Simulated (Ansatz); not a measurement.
# One shape, several levels: PHF2 (difluorophosphine)

We compute a comparison of 6 runs (B2PLYP/STO-3G, UPBE0/STO-3G, r2SCAN0/STO-3G, revPBE/STO-3G, wB97M-V/STO-3G, CCSD(T)/STO-3G) of PHF2 (difluorophosphine). 

The results are computed with Ansatz 0.2.0.

65 further runs of the same task are left out: 6 that didn't finish, 59 set aside as unsound or not needed.

## 1. The structure to begin with

PHF2 has 4 atoms, charge 0, and is taken as a singlet. SMILES: `FPF`. The P2–F1 distance was set to 4.042 Å, away from the relaxed value. At this shape a bond of the SMILES string is far longer than usual.

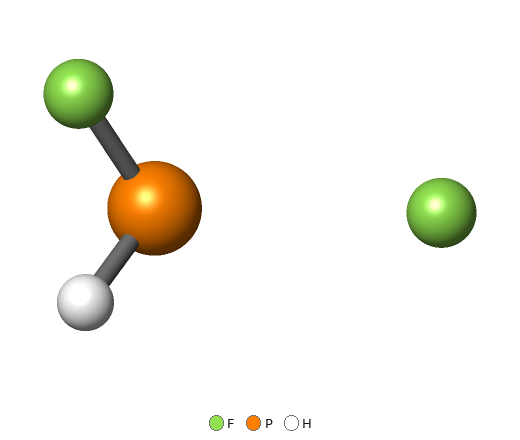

Viewed from a chosen angle; fluorine green, phosphorus orange, hydrogen white.

## 2. A single-point energy at B2PLYP/STO-3G (run 1)

Input file in.yaml:

```yaml
basis:
  gaussian: {orbitals: STO-3G}
crystal:
  periodic: [false, false, false]
  atoms:
    - {symbol: F, position_ang: [3.032982, 2.159257, 0.079881]}
    - {symbol: P, position_ang: [-0.020800, -0.433020, -0.460000]}
    - {symbol: F, position_ang: [-1.177160, 0.665480, -0.195640]}
    - {symbol: H, position_ang: [-0.002740, -0.836340, 0.899690]}
total_charge: 0
hamiltonian: {xc: {name: B2PLYP}}
correlation: {frozen_orbitals: {F: 1, H: 0, P: 5}}
accuracy: high
```

Run with:

```bash
$ ansatz run in.yaml --threads 1 --pin off --max-ram 2610MiB --events-out events.jsonl --progress --plain --runs-dir runs
```

Output:

```text
Warning: RAYON_NUM_THREADS=1 ignored (pool sized by the plan → 1); use --threads N
Functional definition: B2PLYP
  name "B2PLYP"
  parameter a = 0.53
  parameter c = 0.27
  exchange = (1 - a)*b88_x + a*exact_x
  correlation = (1 - c)*lyp_c + c*(mp2_os + mp2_ss)
319 factors; integrals over basis functions are off by at most 2.7e-8 eV
mean field evaluation 1: about -14525.5820 eV, gradient 2.1e1 eV
mean field evaluation 2: about -14525.5926 eV, gradient 2.1e1 eV
mean field evaluation 4: about -14523.4093 eV, gradient 3.3e1 eV
mean field evaluation 8: about -14535.1726 eV, gradient 4.2e-1 eV
mean field evaluation 16: about -14535.1874 eV, gradient 9.9e-6 eV
mean field evaluation 32: about -14535.1819 eV, gradient 1.6e-1 eV
mean field evaluation 64: about -14504.3422 eV, gradient 1.5e1 eV
mean field -14535.18743496 eV, -534.1582859309 hartree, gradient 3.9e-8 eV, S^2 0.000000; 4 other end points of the search recorded, 0 dependent functions left out; unrestricted orbitals would lower it
7 core orbitals not correlated: weight in the atoms' cores, before any rotation towards them, 1.000 or more for the frozen orbitals, at most 0.000 for the correlated occupied ones
reference -14535.18744934 eV, -534.1582864595 hartree; 10, 10 occupied and 3, 3 virtual orbitals, 319 factors
second order -18.50881462 eV of doubles, -0.00000000 eV of singles
Total energy: -14540.18482929 eV, -534.3419367852 hartree
```

Run time: 2.5 s. Hardware: 1 thread of Arm Neoverse V1, shared host; peak memory 0.094 GiB.

## 3. The energy at UPBE0/STO-3G (run 2)

Input file job.yaml:

```yaml
crystal:
  periodic: [false, false, false]
  atoms:
    - {symbol: F, position_ang: [3.032982, 2.159257, 0.079881]}
    - {symbol: P, position_ang: [-0.020800, -0.433020, -0.460000]}
    - {symbol: F, position_ang: [-1.177160, 0.665480, -0.195640]}
    - {symbol: H, position_ang: [-0.002740, -0.836340, 0.899690]}
basis:
  gaussian:
    orbitals: STO-3G
magnetization:
  spin_polarized: true
hamiltonian:
  xc: {name: PBE0}
accuracy: high
```

Run with:

```bash
$ ansatz run job.yaml --threads 1 --pin off --max-ram 2610MiB --events-out events.jsonl --progress --plain --runs-dir runs
```

Output:

```text
Warning: RAYON_NUM_THREADS=1 ignored (pool sized by the plan → 1); use --threads N
Functional definition: PBE0
  name "PBE0"
  parameter a = 0.25
  parameter kappa = 0.804
  parameter beta = 0.06672455060314922
  exchange = (1 - a)*pbe_x(kappa = kappa, mu = beta*pi^2/3) + a*exact_x
  correlation = pbe_c(beta = beta)
319 factors; integrals over basis functions are off by at most 2.7e-8 eV
mean field evaluation 1: about -14528.6811 eV, gradient 1.4e1 eV
mean field evaluation 2: about -14141.0108 eV, gradient 4.7e0 eV
mean field evaluation 4: about -14525.7568 eV, gradient 2.5e1 eV
mean field evaluation 8: about -14539.4953 eV, gradient 3.1e-1 eV
mean field evaluation 16: about -14542.2083 eV, gradient 1.1e0 eV
mean field evaluation 32: about -14542.2486 eV, gradient 6.2e-4 eV
mean field evaluation 64: about -14542.2485 eV, gradient 5.9e-3 eV
mean field -14542.24867536 eV, -534.4177817294 hartree, gradient 1.2e-8 eV, S^2 1.001157; 6 other end points of the search recorded, 0 dependent functions left out
reference -14542.24867636 eV, -534.4177817662 hartree; 17, 17 occupied and 3, 3 virtual orbitals, 319 factors
Total energy: -14542.24867636 eV, -534.4177817662 hartree
```

Run time: 14 s. Hardware: 1 thread of Arm Neoverse V1, shared host; peak memory 0.12 GiB.

Run 3 isn't shown in full; the table further down has it.

## 4. The energy at revPBE/STO-3G (run 4)

Edit in.yaml of step 2 so:

```diff
@@ -9,5 +9,3 @@
     - {symbol: H, position_ang: [-0.002740, -0.836340, 0.899690]}
-total_charge: 0
-hamiltonian: {xc: {name: B2PLYP}}
-correlation: {frozen_orbitals: {F: 1, H: 0, P: 5}}
+hamiltonian: {xc: {name: revPBE}}
 accuracy: high
```

Run with:

```bash
$ ansatz run in.yaml --threads 1 --pin off --max-ram 2610MiB --events-out events.jsonl --progress --plain --runs-dir runs
```

Output:

```text
Warning: RAYON_NUM_THREADS=1 ignored (pool sized by the plan → 1); use --threads N
Functional definition: revPBE
  name "revPBE"
  parameter kappa = 1.245
[... 1 set-up line as earlier in the session ...]
  exchange = pbe_x(kappa = kappa, mu = beta*pi^2/3)
[... 1 set-up line as earlier in the session ...]
319 factors; integrals over basis functions are off by at most 2.7e-8 eV
mean field evaluation 1: about -14533.3250 eV, gradient 1.8e1 eV
mean field evaluation 2: about -14144.5817 eV, gradient 6.7e0 eV
mean field evaluation 4: about -14528.4341 eV, gradient 4.2e1 eV
mean field evaluation 8: about -14545.2163 eV, gradient 2.7e-1 eV
mean field evaluation 16: about -14545.2077 eV, gradient 1.0e-5 eV
mean field evaluation 32: about -14540.3168 eV, gradient 3.1e1 eV
mean field -14545.20769571 eV, -534.5265237215 hartree, gradient 3.4e-8 eV, S^2 0.000000; 4 other end points of the search recorded, 0 dependent functions left out
reference -14545.20769733 eV, -534.5265237809 hartree; 17, 17 occupied and 3, 3 virtual orbitals, 319 factors
Total energy: -14545.20769733 eV, -534.5265237809 hartree
```

Wall time 1.5 s (1 thread of Arm Neoverse V1, shared host); peak memory 0.09 GiB.

Run 5 isn't shown in full; the table further down has it.

## 5. A single-point energy at CCSD(T)/STO-3G (run 6)

Input file run.yaml:

```yaml
crystal:
  periodic: [false, false, false]
  atoms:
    - {symbol: F, position_ang: [3.032982, 2.159257, 0.079881]}
    - {symbol: P, position_ang: [-0.020800, -0.433020, -0.460000]}
    - {symbol: F, position_ang: [-1.177160, 0.665480, -0.195640]}
    - {symbol: H, position_ang: [-0.002740, -0.836340, 0.899690]}
basis:
  gaussian:
    orbitals: STO-3G
correlation:
  method: ccsd_t
  frozen_orbitals: {F: 1, H: 0, P: 5}
accuracy: high
scf:
  omitted_lower_state_checks: [cluster_reference, increment]
```

Run with:

```bash
$ ansatz run run.yaml --threads 1 --pin off --max-ram 2610MiB --events-out events.jsonl --progress --plain --runs-dir runs
```

Output:

```text
Warning: RAYON_NUM_THREADS=1 ignored (pool sized by the plan → 1); use --threads N
[... 14 lines left out ...]
7 core orbitals not correlated: weight in the atoms' cores, before any rotation towards them, 1.000 or more for the frozen orbitals, at most 0.000 for the correlated occupied ones
[... 225 lines left out ...]
WARN: these amplitudes may be one of several solutions (largest doubles amplitude 1.01, level shift 20.00 eV)
Total energy: -14518.49289029 eV, -533.5447727304 hartree
Checks for a lower state left out: cluster_reference, increment
```

Wall time 0.6 s (1 thread of Arm Neoverse V1, shared host).

## 6. The series

```csv
run,level,frozen core orbitals,energy (Eh),wall time
1,B2PLYP/STO-3G,7,-534.341937,2.5 s
2,UPBE0/STO-3G,–,-534.417782,14 s
3,r2SCAN0/STO-3G,–,-534.520152,6.6 s
4,revPBE/STO-3G,–,-534.526524,1.5 s
5,wB97M-V/STO-3G,–,-534.601061,26 s
6,CCSD(T)/STO-3G,7,-533.544773,0.6 s
```

## 7. What came out

| quantity | value |
| --- | --- |
| run 6: total energy | -533.54477 Eh |
| run 6: correlation energy (7 core orbitals frozen) | -360.1 mEh |
| run 6: (T) correction | -15.32 mEh |
| run 6: T1 diagnostic | 0.074 |

**Reading.** Totals of different functionals can't be ranked against each other. In run 6 the T1 diagnostic is large, so a single reference may not serve. In runs 1, 6 the log says that unrestricted orbitals would lower the reference, so the values rest on an unstable closed-shell determinant (other closed-shell runs at this shape may share the fault). In runs 1, 2, 3, 4, 5, 6 the basis is minimal, so the values are rough. In runs 1, 3, 4, 5, 6 a closed-shell determinant meets a far-stretched bond, which it describes badly. Spin contamination of the reference: run 2 ⟨S²⟩ = 1.00. Where it is this large, the reference is a mixture of spin states, and values that rest on it are in doubt. All runs together took 52 s, the longest 26 s.
